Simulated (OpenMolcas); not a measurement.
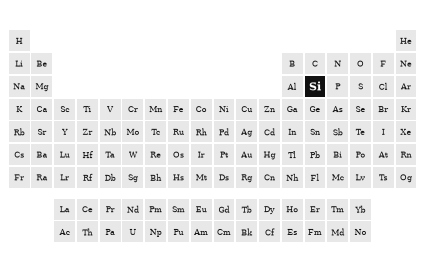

*The place of silicon in the periodic table.*

# Si³⁺: multiconfigurational calculation

Si³⁺. Level asked for: state-averaged CASSCF, active space 1 electron in the shells 3s 3p, basis ANO-RCC-VTZP, DKH2 scalar Hamiltonian, spin-orbit coupling by RASSI with atomic mean-field integrals (OpenMolcas).

### Input file
```
&GATEWAY
Coord
1

Si 0.0 0.0 0.0
Basis=ANO-RCC-VTZP
Group=XYZ
NoMove
AngMom=0.0 0.0 0.0
AMFI
&SEWARD
&RASSCF
FileOrb=start.orb
Symmetry=1
Spin=2
nActEl=1 0 0
Inactive=2 3
Ras2=1 3
CIRoot=6 6 1
SDav=1
CIMx=300
Iter=63 100
PrWF=0.3
OrbListing=Nothing
MaxOrb=0
Atom
CIOnly
>>> COPY $Project.JobIph JOB001
```

The file start.orb holds starting orbitals from an earlier step.

Launched with:
```bash
OMP_NUM_THREADS=1 MOLCAS_MEM=2252 MOLCAS_PROJECT=a pymolcas a.inp > a.log  # once for each step of the input, in one work folder
```

### Output (extracts)
```
--- SEWARD ---
Basis set label: SI.ANO-RCC...5S4P2D1F.

      Electronic valence basis set:
      ------------------
      Associated Effective Charge  14.000000 au
      Associated Actual Charge     14.000000 au
      Nuclear Model: Point charge

      Shell  nPrim  nBasis  Cartesian Spherical Contaminant
         s      17       5        X
         p      12       4        X
         d       5       2                 X
         f       4       1                 X
                  Relativistic Douglas-Kroll-Hess integrals:
                    - DKH order of Hamiltonian: 2
                    - DKH order of Properties : 0
                  Atomic mean-field integrals
--- RASSCF ---
Wave function specifications:
      -----------------------------

      Number of closed shell electrons          10
      Number of electrons in active shells       1
      Max number of holes in RAS1 space          0
      Max nr of electrons in RAS3 space          0
      Number of inactive orbitals                5
      Number of active orbitals                  4
      Number of secondary orbitals              25
      Spin quantum number                      0.5
      State symmetry                             1
Orbital specifications:
      -----------------------

      Symmetry species                           1   2
                                                ag  au
      Frozen orbitals                            0   0
      Inactive orbitals                          2   3
      Active orbitals                            1   3
      RAS1 orbitals                              0   0
      RAS2 orbitals                              1   3
      RAS3 orbitals                              0   0
      Secondary orbitals                        12  13
      Deleted orbitals                           0   0
      Number of basis functions                 15  19
      Number of CSFs                             1
      Number of root(s) required                 6
 ************ ERROR ***********
  You can't ask for more roots
  than there are configurations
 ******************************
--- Stop Module: rasscf at  /rc=_RC_INPUT_ERROR_ ---
.####################.
.# User input error #.
.####################.
```

### Outcome

| quantity | value |
| --- | --- |
| outcome | refused by the program |
| hardware | 1 CPU thread, shared host |

### Diagnosis

The input is odd on purpose: too many roots. The program refused the input: “You can't ask for more roots”. Limits: RASSCF multiplicity 2: _RC_INPUT_ERROR_.
